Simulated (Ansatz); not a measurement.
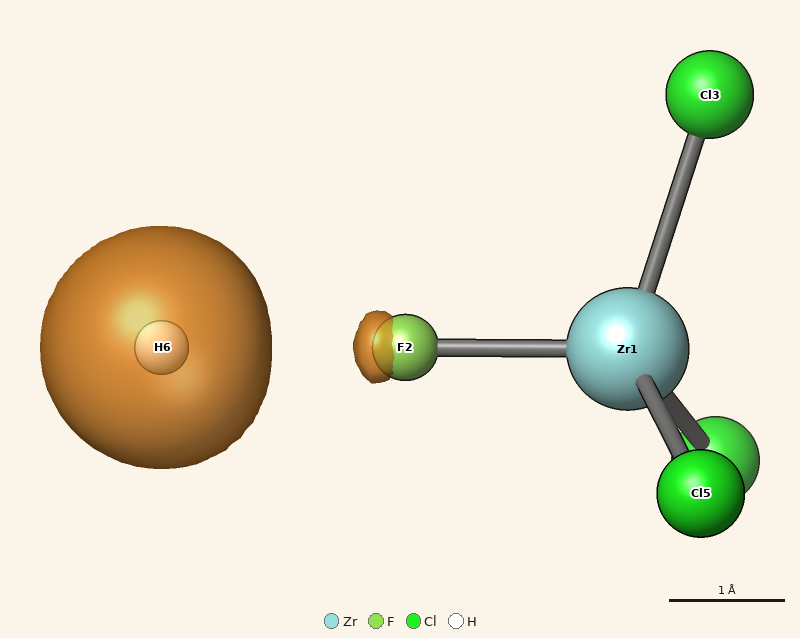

Cl3FZr···H (doublet). Isosurface of the spin density at +0.04 e/Å³ (orange), seen across its widest extent.

Core potentials replace the inner electrons of Zr; not at a stationary point (largest force 1.3 eV/Å).

Method: UKS PBE/def2-SVP (Ansatz 0.2.0).

```yaml
atoms:
  - { symbol: Zr, position_ang: [0.0020, 0.0000, -0.1212] }
  - { symbol: F, position_ang: [0.0051, 0.0000, 1.8198] }
  - { symbol: Cl, position_ang: [2.2320, 0.0000, -0.8322] }
  - { symbol: Cl, position_ang: [-1.1152, 1.9319, -0.8267] }
  - { symbol: Cl, position_ang: [-1.1152, -1.9319, -0.8267] }
  - { symbol: H, position_ang: [-0.0060, 0.0000, 3.9493] }
```

**Which atoms carry the spin?**

The unpaired spin (1 electron) lies mostly on H6 (about 0.9), in electrons by Hirshfeld's partition.
